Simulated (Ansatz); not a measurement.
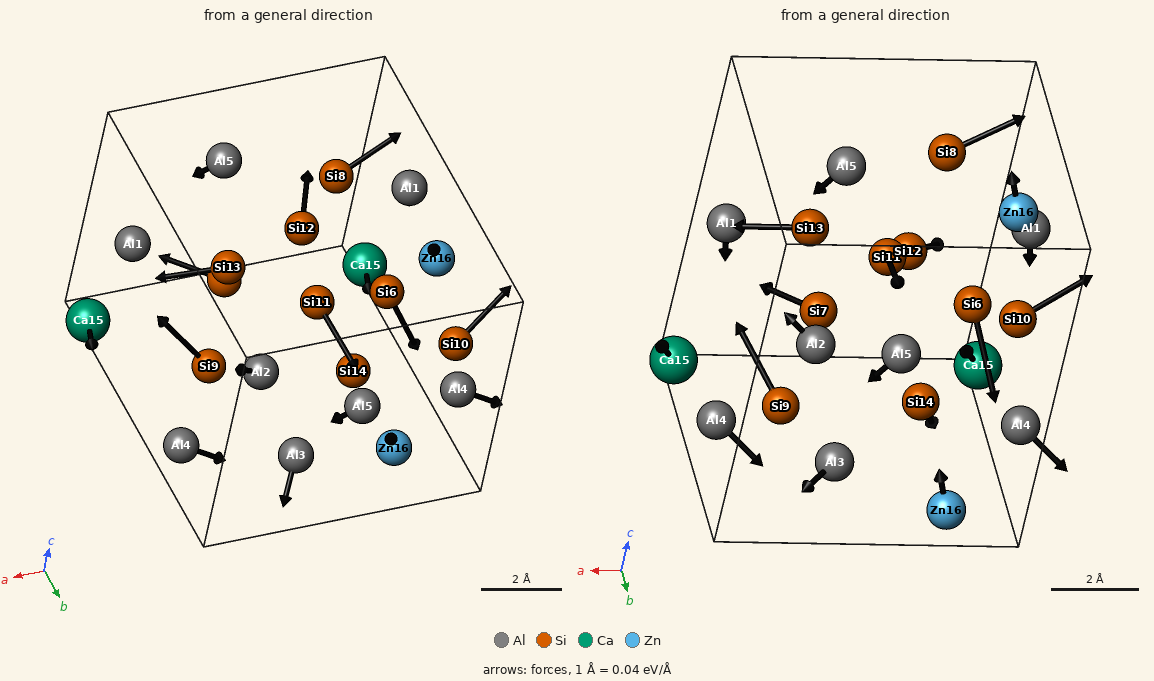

Crystal structure, spheres-only style, seen from two general directions. The parallelepiped is the cell (the run's own, in a reduced setting). The arrows are the computed forces on the atoms.

System: CaAl5ZnSi9. Computational set-up: DFT PBE, scalar-relativistic, plane waves, PAW in Ansatz, 420 eV cutoff, k-points about 0.19 Å⁻¹ apart, Gaussian smearing of 0.1 eV, no spin polarisation.

Are the atoms in equilibrium?

No. The atoms still feel forces of up to about 0.078 eV/Å, above a usual threshold of 0.01 to 0.03 eV/Å.

Source of the structure: a structure type filled with these elements by a generator (whether the compound takes this form wasn't checked). Earlier steps of the study, as a rule a relaxation of our own, may have changed the cell and positions, so they can lie some per cent off the listed ones. It was the input of a calculation with Ansatz.
